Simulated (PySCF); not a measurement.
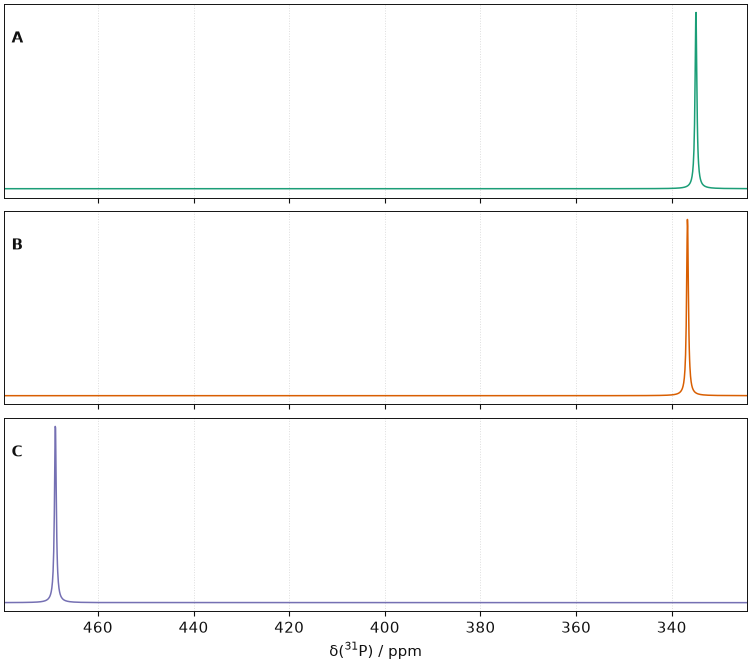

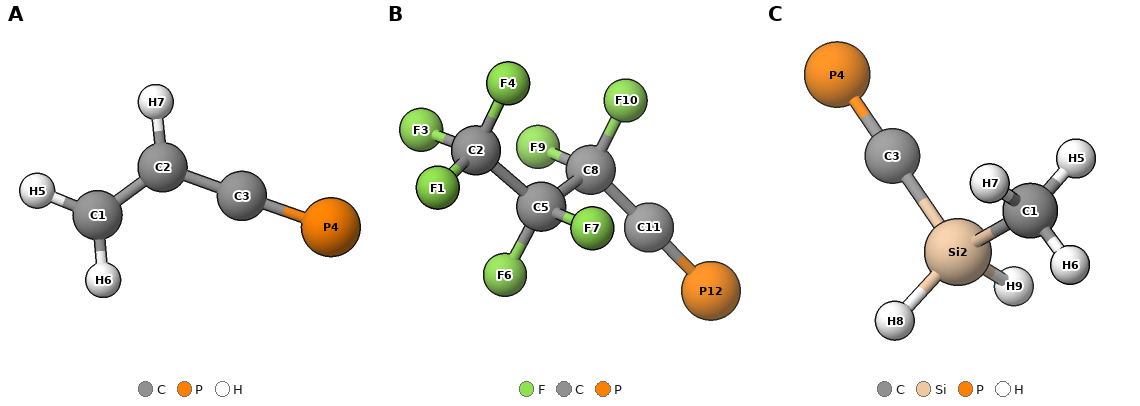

Related molecules: A is C₃H₃P, SMILES C=CC#P; B is C₄F₇P, SMILES FC(F)(F)C(F)(F)C(F)(F)C#P; C is C₂H₅PSi, SMILES C[SiH2]C#P. GIAO ³¹P shifts against PH₃ (³¹P: the usual scale starts at 85 % H₃PO₄ instead), PBE0/pcSseg-1 with PySCF, at a GFN2-xTB geometry (no frequency check); fully decoupled, line heights follow the number of nuclei within a panel, widths are arbitrary (no quadrupolar broadening); values of one conformer, averaged over methyl-type rotors and exact or near symmetry; other conformers aren't averaged in.

Question: How does the ³¹P shift respond?

Answer: From A (334.9 ppm) to B (336.7 ppm) the nucleus is deshielded by 1.8 ppm. From A (334.9 ppm) to C (468.9 ppm) the nucleus is deshielded by 134.0 ppm.

Caveats, for all or some of the runs: the tight-binding geometry is rougher than a DFT one and adds to the error.
